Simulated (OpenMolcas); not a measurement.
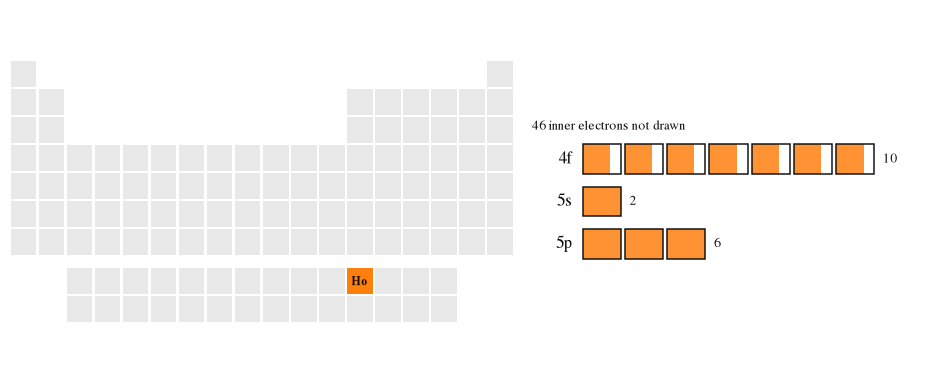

Left, the place of holmium in the periodic table; right, the outer shells of the leading configuration of the lowest level: a box for each of the 2l + 1 orbitals, shaded by the share of the shell that is filled, with the electron count at the right.

Multiconfigurational calculation: Ho³⁺ complex (part 1 of 2)

- system: Ho³⁺ with 8 ligands (F; cube, 2.39 Å), embedded in SrF2 by model potentials and point charges, whose field is part of the energies.
- method: state-averaged CASSCF, active space 10 electrons in the shell 4f, basis ANO-RCC-VDZP on the metal and ANO-RCC-VDZP on the ligands, DKH2 scalar Hamiltonian, spin-orbit coupling by RASSI with atomic mean-field integrals (OpenMolcas)

Summary:

- outcome: converged
- energy of the lowest spin-free term: −13403.61318 hartree
- energy of the lowest spin-orbit level: −13403.64928 hartree
- largest spread among components of a term: 0.8 cm⁻¹
- hardware: 1 thread of Intel Xeon (Sapphire Rapids), 16 GiB of memory available, shared host
- wall time: 2 min
- peak memory: 0.6 GiB

Remarks:

Without dynamic correlation the splittings between terms come out too large, often by 20 to 50 %. Caveats: high states of lower spin left out of the spin-orbit mixing; the geometry is set by hand, with no relaxation; spin-free states above about 45,000 cm⁻¹ are left out of the spin-orbit step.

The input:
```
&GATEWAY
Basis set
Ho.ANO-RCC-VDZP.
Ho1 0.0 0.0 0.0 Angstrom
End of basis
Basis set
F.ANO-RCC-VDZP.
L1 1.379867 1.379867 1.379867 Angstrom
L2 1.379867 1.379867 -1.379867 Angstrom
L3 1.379867 -1.379867 1.379867 Angstrom
L4 1.379867 -1.379867 -1.379867 Angstrom
End of basis
Basis set
Sr.EMB-AIMP.Pascual.0s.0s.ECP.SrF2.
PseudoCharge
* 21 symmetry-unique lattice sites within 7.6 angstrom
End of basis
Basis set
F.EMB-AIMP.Pascual.0s.0s.ECP.SrF2.
PseudoCharge
* 40 symmetry-unique lattice sites within 7.6 angstrom
End of basis
Symmetry
XYZ
AngMom=0.0 0.0 0.0
AMFI
RICD
XField
1348 Angstrom 0
* Evjen-weighted lattice charges
&SEWARD
&RASSCF
FileOrb=start.orb
Symmetry=1
Spin=5
nActEl=10 0 0
Inactive=35 32
Ras2=0 7
CIRoot=35 35 1
SDav=35
CIMx=300
Iter=150 100
PrWF=0.3
OrbListing=Nothing
MaxOrb=0
LevShft=1.0
>>> COPY $Project.JobIph JOB001
&RASSCF
FileOrb=start.orb
Symmetry=1
Spin=3
nActEl=10 0 0
Inactive=35 32
Ras2=0 7
CIRoot=162 162 1
SDav=210
CIMx=300
Iter=150 100
PrWF=0.3
OrbListing=Nothing
MaxOrb=0
CIOnly
LevShft=1.0
>>> COPY $Project.JobIph JOB002
&RASSCF
FileOrb=start.orb
Symmetry=1
Spin=1
nActEl=10 0 0
Inactive=35 32
Ras2=0 7
CIRoot=162 162 1
SDav=196
CIMx=300
Iter=150 100
PrWF=0.3
OrbListing=Nothing
MaxOrb=0
CIOnly
LevShft=1.0
>>> COPY $Project.JobIph JOB003
&RASSI
NrOfJobIphs=3 30 105 31
1 2 3 4 5 6 7 8 9 10 11 12 13 14 15 16 17 18 19 20 21 22 23 24 25 26 27
28 29 30
1 2 3 4 5 6 7 8 9 10 11 12 13 14 15 16 17 18 19 20 21 22 23 24 25 26 27
28 29 30 31 32 33 34 35 36 37 38 39 40 41 42 43 44 45 46 47 48 49 50 51
52 53 54 55 56 57 58 59 60 61 62 63 64 65 66 67 68 69 70 71 72 73 74 75
76 77 78 79 80 81 82 83 84 85 86 87 88 89 90 91 92 93 94 95 96 97 98 99
100 101 102 103 104 105
1 2 3 4 5 6 7 8 9 10 11 12 13 14 15 16 17 18 19 20 21 22 23 24 25 26 27
28 29 30 31
IphNames
JOB001
JOB002
JOB003
EJob
SpinOrbit
DIPRint=1.0
SOCoupling=1000.0
Subsets=2
Property=9
'ANGMOM' 1 'ANGMOM' 2 'ANGMOM' 3 'MLTPL  1' 1 'MLTPL  1' 2 'MLTPL  1' 3
'AMFI' 1 'AMFI' 2 'AMFI' 3
SOProperty=3
'ANGMOM' 1 'ANGMOM' 2 'ANGMOM' 3
```

The file start.orb holds starting orbitals from an earlier step. A driver script formed the levels outside the program, from RASSI's spin-orbit matrix and the active-space energies, averaged over the components of each term or state.

Run as:
```bash
OMP_NUM_THREADS=1 MOLCAS_MEM=2457 MOLCAS_PROJECT=a pymolcas a.inp > a.log  # once for each step of the input, in one work folder
```

Output (extracts):
```
--- SEWARD ---
Basis set label: HO.ANO-RCC...7S6P4D2F1G.

      Electronic valence basis set:
      ------------------
      Associated Effective Charge  67.000000 au
      Associated Actual Charge     67.000000 au
      Nuclear Model: Point charge

      Shell  nPrim  nBasis  Cartesian Spherical Contaminant
         s      25       7        X
         p      22       6        X
         d      15       4                 X
         f      11       2                 X
         g       4       1                 X
                  Relativistic Douglas-Kroll-Hess integrals:
                    - DKH order of Hamiltonian: 2
                    - DKH order of Properties : 0
                  Atomic mean-field integrals
--- RASSCF ---
Wave function specifications:
      -----------------------------

      Number of closed shell electrons         134
      Number of electrons in active shells      10
      Max number of holes in RAS1 space          0
      Max nr of electrons in RAS3 space          0
      Number of inactive orbitals               67
      Number of active orbitals                  7
      Number of secondary orbitals             106
      Spin quantum number                      2.0
      State symmetry                             1
Orbital specifications:
      -----------------------

      Symmetry species                           1   2
                                                ag  au
      Frozen orbitals                            0   0
      Inactive orbitals                         35  32
      Active orbitals                            0   7
      RAS1 orbitals                              0   0
      RAS2 orbitals                              0   7
      RAS3 orbitals                              0   0
      Secondary orbitals                        57  49
      Deleted orbitals                           0   0
      Number of basis functions                 92  88
      Number of CSFs                            35
      Number of root(s) required                35
      Iter CI   SX   CI       RASSCF       Energy    max ROT     max BLB   max BLB  Level Ln srch  Step   QN
          iter iter root      energy       change     param      element    value   shift minimum  type update
 Nr of preliminary CI iterations:   1
      Total energies have been shifted. Add               -13000.00 au
        1   1    9    0  -402.59723388    0.00E+00  -4.22E-02   14  53 2 -3.18E-01*  1.46   0.00    SX    NO
        2   1    9    0  -403.37630758   -7.79E-01* -1.72E-02   13  54 1  1.12E-01*  0.94   0.00    SX    NO
        3   1    9    0  -403.49569405   -1.19E-01* -1.01E-02   34  41 2  5.83E-02*  0.98   0.00    SX    NO
        4   1    9    0  -403.51803841   -2.23E-02*  7.84E-03   38  45 2 -4.22E-02*  0.87   0.00    SX    NO
        5   1    8    0  -403.52628753   -8.25E-03* -5.32E-03   34  41 2  2.80E-02*  0.91   1.07    QN   YES
        6   1    8    0  -403.53058393   -4.30E-03* -2.16E-03   36  43 2  9.49E-03*  0.88   1.42    LS   YES
        7   1    8    0  -403.53099416   -4.10E-04* -8.69E-04   12  49 2 -4.72E-03*  0.87   1.03    QN   YES
        8   1    7    0  -403.53111859   -1.24E-04* -6.40E-04   12  49 2 -2.09E-03*  0.87   1.74    LS   YES
        9   1    7    0  -403.53114605   -2.75E-05*  1.58E-04   10  51 1  1.63E-03*  0.87   1.01    QN   YES
       10   1    7    0  -403.53115767   -1.16E-05* -8.33E-05   15  50 1  3.83E-04*  0.87   1.53    LS   YES
       11   1    6    0  -403.53115923   -1.56E-06*  1.21E-04   10  47 2  5.57E-04*  0.87   1.00    QN   YES
       12   1    6    0  -403.53116124   -2.01E-06* -8.17E-05    7  50 2  2.51E-04*  0.87   1.68    LS   YES
       13   1    6    0  -403.53116163   -3.85E-07*  2.44E-05   10  51 1 -1.41E-04*  0.87   0.98    QN   YES
       14   1    5    0  -403.53116174   -1.11E-07* -3.66E-05   10  50 2  3.96E-05   0.87   2.50    LS   YES
       15   1    6    0  -403.53116168    5.64E-08*  1.76E-05   10  51 1  1.71E-04*  0.87   0.31    LS   YES
       16   1    5    0  -403.53116174   -6.04E-08* -6.32E-06    7  50 2 -8.73E-05   0.87   2.50    QN   YES
       17   1    5    0  -403.53116176   -2.10E-08*  4.68E-06   10  51 1  1.30E-05   0.87   1.11    QN   YES
       18   1    4    0  -403.53116177   -5.11E-09   3.54E-06   20  38 1  4.87E-06   0.87   1.05    QN   YES
      Convergence after 18 iterations
       19   1    4    0  -403.53116177   -2.04E-09   3.54E-06    7  50 2  3.02E-06   0.87   1.05    QN   YES
      Natural orbitals and occupation numbers for root  1
      sym 2:   1.166880   1.000000   1.833120   1.166880   1.833120   1.833120   1.166880
      Natural orbitals and occupation numbers for root  2
      sym 2:   1.735703   1.022623   1.814431   1.887784   1.174617   1.257200   1.107642
      Natural orbitals and occupation numbers for root  3
      sym 2:   1.358650   1.021303   1.060074   1.320352   1.675310   1.937879   1.626433
::    RASSCF root number  1 Total energy: -13403.61317938
::    RASSCF root number  2 Total energy: -13403.61264007
::    RASSCF root number  3 Total energy: -13403.61264007
::    RASSCF root number  4 Total energy: -13403.61264007
::    RASSCF root number  5 Total energy: -13403.61252583
::    RASSCF root number  6 Total energy: -13403.61234054
::    RASSCF root number  7 Total energy: -13403.61234054
::    RASSCF root number  8 Total energy: -13403.61234054
::    RASSCF root number  9 Total energy: -13403.61099168
::    RASSCF root number 10 Total energy: -13403.61099168
::    RASSCF root number 11 Total energy: -13403.61059708
::    RASSCF root number 12 Total energy: -13403.61059708
::    RASSCF root number 13 Total energy: -13403.61059708
::    RASSCF root number 14 Total energy: -13403.53234831
::    RASSCF root number 15 Total energy: -13403.53117522
::    RASSCF root number 16 Total energy: -13403.53101736
::    RASSCF root number 17 Total energy: -13403.53101736
::    RASSCF root number 18 Total energy: -13403.53101736
::    RASSCF root number 19 Total energy: -13403.53092634
::    RASSCF root number 20 Total energy: -13403.53092634
::    RASSCF root number 21 Total energy: -13403.53092634
::    RASSCF root number 22 Total energy: -13403.48597435
::    RASSCF root number 23 Total energy: -13403.48597435
::    RASSCF root number 24 Total energy: -13403.48565011
::    RASSCF root number 25 Total energy: -13403.48565011
::    RASSCF root number 26 Total energy: -13403.48565011
::    RASSCF root number 27 Total energy: -13403.48525429
::    RASSCF root number 28 Total energy: -13403.48369825
::    RASSCF root number 29 Total energy: -13403.48369825
::    RASSCF root number 30 Total energy: -13403.48369825
--- RASSCF ---
Wave function specifications:
      -----------------------------

      Number of closed shell electrons         134
      Number of electrons in active shells      10
      Max number of holes in RAS1 space          0
      Max nr of electrons in RAS3 space          0
      Number of inactive orbitals               67
      Number of active orbitals                  7
      Number of secondary orbitals             106
      Spin quantum number                      1.0
      State symmetry                             1
Orbital specifications:
      -----------------------

      Symmetry species                           1   2
                                                ag  au
      Frozen orbitals                            0   0
      Inactive orbitals                         35  32
      Active orbitals                            0   7
      RAS1 orbitals                              0   0
      RAS2 orbitals                              0   7
      RAS3 orbitals                              0   0
      Secondary orbitals                        57  49
      Deleted orbitals                           0   0
      Number of basis functions                 92  88
      Number of CSFs                           210
      Number of root(s) required               162
      Iter CI   SX   CI       RASSCF       Energy    max ROT     max BLB   max BLB  Level Ln srch  Step   QN
          iter iter root      energy       change     param      element    value   shift minimum  type update
 Nr of preliminary CI iterations:   1
        1   1    0    0-13403.42152165    0.00E+00   0.00E+00   39  46 2 -9.96E-03*  0.00   0.00    SX    NO
      Natural orbitals and occupation numbers for root  1
      sym 2:   1.455182   1.391187   1.398901   1.414210   1.457762   1.453782   1.428976
      Natural orbitals and occupation numbers for root  2
      sym 2:   1.415738   1.391819   1.457920   1.456623   1.399513   1.426948   1.451440
      Natural orbitals and occupation numbers for root  3
      sym 2:   1.401911   1.391215   1.454587   1.406372   1.433811   1.455632   1.456472
::    RASSCF root number  1 Total energy: -13403.51589678
::    RASSCF root number  2 Total energy: -13403.51589678
::    RASSCF root number  3 Total energy: -13403.51589678
::    RASSCF root number  4 Total energy: -13403.51589343
::    RASSCF root number  5 Total energy: -13403.51589343
::    RASSCF root number  6 Total energy: -13403.51589343
::    RASSCF root number  7 Total energy: -13403.51588480
::    RASSCF root number  8 Total energy: -13403.51588480
::    RASSCF root number  9 Total energy: -13403.51572056
::    RASSCF root number 10 Total energy: -13403.51572056
::    RASSCF root number 11 Total energy: -13403.51572056
::    RASSCF root number 12 Total energy: -13403.51567824
::    RASSCF root number 13 Total energy: -13403.51567824
::    RASSCF root number 14 Total energy: -13403.51567824
::    RASSCF root number 15 Total energy: -13403.51565456
::    RASSCF root number 16 Total energy: -13403.48944478
::    RASSCF root number 17 Total energy: -13403.48944478
::    RASSCF root number 18 Total energy: -13403.48944478
::    RASSCF root number 19 Total energy: -13403.48936321
::    RASSCF root number 20 Total energy: -13403.48936321
::    RASSCF root number 21 Total energy: -13403.48906161
::    RASSCF root number 22 Total energy: -13403.48906161
::    RASSCF root number 23 Total energy: -13403.48906161
::    RASSCF root number 24 Total energy: -13403.48832741
::    RASSCF root number 25 Total energy: -13403.48832741
::    RASSCF root number 26 Total energy: -13403.48832741
::    RASSCF root number 27 Total energy: -13403.47941468
::    RASSCF root number 28 Total energy: -13403.47941468
::    RASSCF root number 29 Total energy: -13403.47903188
::    RASSCF root number 30 Total energy: -13403.47903188
--- RASSCF ---
Wave function specifications:
      -----------------------------

      Number of closed shell electrons         134
      Number of electrons in active shells      10
      Max number of holes in RAS1 space          0
      Max nr of electrons in RAS3 space          0
      Number of inactive orbitals               67
      Number of active orbitals                  7
      Number of secondary orbitals             106
      Spin quantum number                      0.0
      State symmetry                             1
Orbital specifications:
      -----------------------

      Symmetry species                           1   2
                                                ag  au
      Frozen orbitals                            0   0
      Inactive orbitals                         35  32
      Active orbitals                            0   7
      RAS1 orbitals                              0   0
      RAS2 orbitals                              0   7
      RAS3 orbitals                              0   0
      Secondary orbitals                        57  49
      Deleted orbitals                           0   0
      Number of basis functions                 92  88
      Number of CSFs                           196
      Number of root(s) required               162
      Iter CI   SX   CI       RASSCF       Energy    max ROT     max BLB   max BLB  Level Ln srch  Step   QN
          iter iter root      energy       change     param      element    value   shift minimum  type update
 Nr of preliminary CI iterations:   1
        1   1    0    0-13403.34018541    0.00E+00   0.00E+00   39  46 2 -1.70E-02*  0.00   0.00    SX    NO
      Natural orbitals and occupation numbers for root  1
      sym 2:   1.327883   1.059731   1.797506   1.269084   1.600862   1.659584   1.285350
      Natural orbitals and occupation numbers for root  2
      sym 2:   1.785860   1.059774   1.262829   1.336424   1.277378   1.621481   1.656252
      Natural orbitals and occupation numbers for root  3
      sym 2:   1.303361   1.059678   1.811879   1.266637   1.629637   1.611246   1.317562
::    RASSCF root number  1 Total energy: -13403.45796154
::    RASSCF root number  2 Total energy: -13403.45796154
::    RASSCF root number  3 Total energy: -13403.45796154
::    RASSCF root number  4 Total energy: -13403.45747711
::    RASSCF root number  5 Total energy: -13403.45747711
::    RASSCF root number  6 Total energy: -13403.45739699
::    RASSCF root number  7 Total energy: -13403.45739699
::    RASSCF root number  8 Total energy: -13403.45739699
::    RASSCF root number  9 Total energy: -13403.45732076
::    RASSCF root number 10 Total energy: -13403.45668469
::    RASSCF root number 11 Total energy: -13403.45668469
::    RASSCF root number 12 Total energy: -13403.45668469
::    RASSCF root number 13 Total energy: -13403.45619822
::    RASSCF root number 14 Total energy: -13403.45619822
::    RASSCF root number 15 Total energy: -13403.45619822
::    RASSCF root number 16 Total energy: -13403.45619565
::    RASSCF root number 17 Total energy: -13403.45619565
::    RASSCF root number 18 Total energy: -13403.44007021
::    RASSCF root number 19 Total energy: -13403.44007021
::    RASSCF root number 20 Total energy: -13403.43915149
::    RASSCF root number 21 Total energy: -13403.43915149
::    RASSCF root number 22 Total energy: -13403.43915149
::    RASSCF root number 23 Total energy: -13403.42697195
::    RASSCF root number 24 Total energy: -13403.42697195
::    RASSCF root number 25 Total energy: -13403.42697194
::    RASSCF root number 26 Total energy: -13403.42544745
::    RASSCF root number 27 Total energy: -13403.42544745
::    RASSCF root number 28 Total energy: -13403.42541753
::    RASSCF root number 29 Total energy: -13403.42541753
::    RASSCF root number 30 Total energy: -13403.42541753
```

(Continued in part 2.)
